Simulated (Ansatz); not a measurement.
The figure comes from a scan of TiAl3 (D022 type, space group I4/mmm): one Al atom of a 4-atom cell moves by s towards the nearest neighbour, with its periodic images. Computed with PBE (plane waves to 420 eV, PAW, scalar-relativistic; Ansatz, an electronic-structure program). k mesh 14×14×14 (Γ-centred), Fermi-Dirac smearing 0.05 eV. Energies are smeared free energies. With partly filled bands, energies and forces of such displacements shift with the k mesh and the smearing. TiAl3 is run without spin polarisation. TiAl3 was relaxed with its symmetry unable to fall. ΔE is measured from the undisplaced structure.

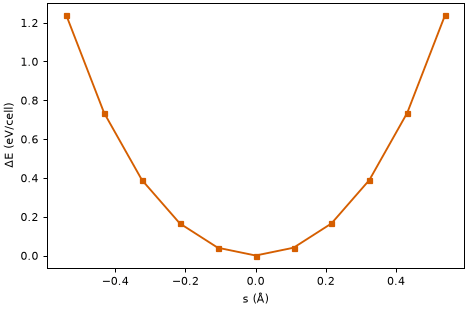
*ΔE (eV/cell) against s (Å); one marker a computed point.*

Q: Turn the plot into a table (rounded to what can be read).

A: To the nearest 0.02:

| s (Å) | ΔE (eV/cell) |
|---|---|
| -0.540 | 1.24 |
| -0.432 | 0.74 |
| -0.324 | 0.38 |
| -0.216 | 0.16 |
| -0.108 | 0.04 |
| 0.000 | 0.00 |
| 0.108 | 0.04 |
| 0.216 | 0.16 |
| 0.324 | 0.38 |
| 0.432 | 0.74 |
| 0.540 | 1.24 |

(A displaced cell: forces are minus the slopes of the energy, force constants its curvatures, and phonons follow from these.)
